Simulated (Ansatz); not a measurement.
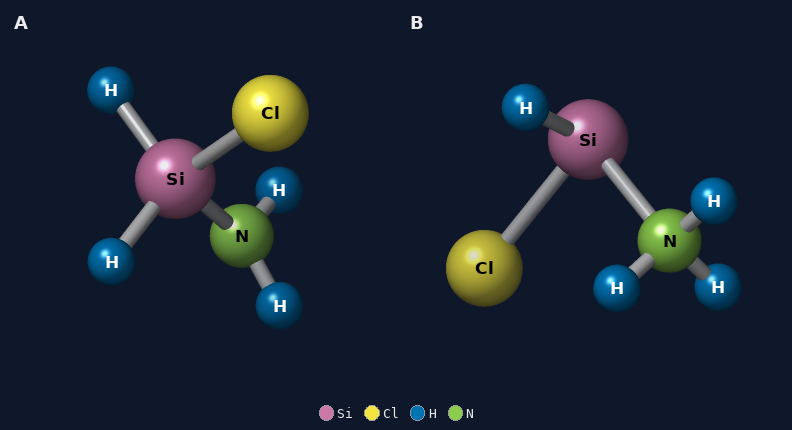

2 stationary structures of one formula. Geometries: PBE0-D4/def2-TZVP. Electronic energies: CCSD(T)/CBS (MP2 limit from def2-TZVPP and def2-QZVPP plus CCSD(T) − MP2) (Ansatz 0.2.0), without zero-point energy. Each is one conformer, not always the lowest.

Which is lowest in energy, and by how much?

A is lowest (Cs, a minimum); B lies 35.5 kcal/mol above it (C1, a minimum).
